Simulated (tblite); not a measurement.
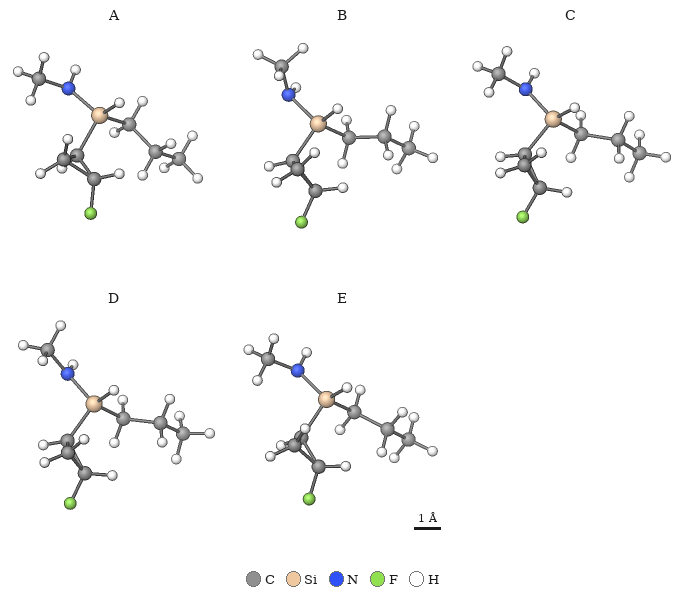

5 geometries from one relaxation of C₇H₁₆FNSi, in shuffled order. A ball-and-stick model, seen at a tilt.

Computed with GFN2-xTB geometry optimisation, gas phase (tblite). 

Q: Order the frames from highest to lowest energy.

A: B, D, C, E, A. They are steps 0, 55, 116, 182, 243, at +0.742 eV, +0.106 eV, +0.049 eV, +0.032 eV relative to the last. The atom that moves furthest after the best rigid fit is an H atom (1.48 Å). By element the largest moves are H 1.48 Å, F 0.94 Å, C 0.76 Å, Si 0.50 Å, N 0.43 Å. Near-neighbour distances that change, for instance: N–Si 1.767 → 1.720 Å, C–C 1.531 → 1.487 Å, C–C 1.485 → 1.525 Å, C–H 1.122 → 1.091 Å. Among the angles between lasting bonds that change: Si–N–C 112.6° → 123.6°, F–C–H 120.3° → 109.6°, C–C–H 112.8° → 121.2°. Groups turn about C–Si by about 50°, N–Si by about 40°, C–Si by about 35°. The energy falls by 0.742 eV in 243 geometry steps. The run took 4.5 s on 1 thread of Arm Neoverse N1, on a shared host.
